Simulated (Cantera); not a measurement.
Input: 1 mol Si₃N₄, 0.15 mol C, 0.07 mol N₂, held at 375 Torr.

These are equilibrium values from Cantera (NASA tables, ideal gas, pure condensed phases), not measurements of a reactor. Candidate condensed phases: C, Si, SiC, Si₃N₄; 20 gas species. Mutual solubility and eutectic melting of coexisting phases are not modelled. The tables' values for SiN are old estimates; treat these amounts as uncertain. Rates play no part.

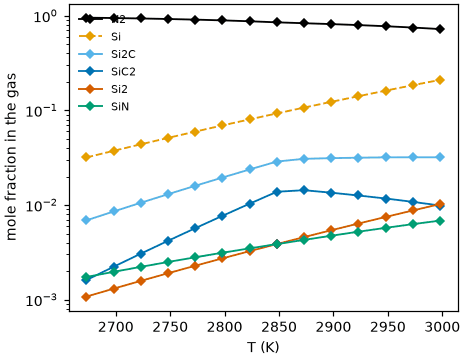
Figure: Equilibrium gas composition (values under 1e-9 drawn at 1e-9)

Problem. Read off the mole fractions at 2673 K.

Solution. N₂ about 0.96, Si about 0.032, Si₂C about 0.0069, SiN about 0.0017, SiC₂ about 0.0016, Si₂ about 0.0011.
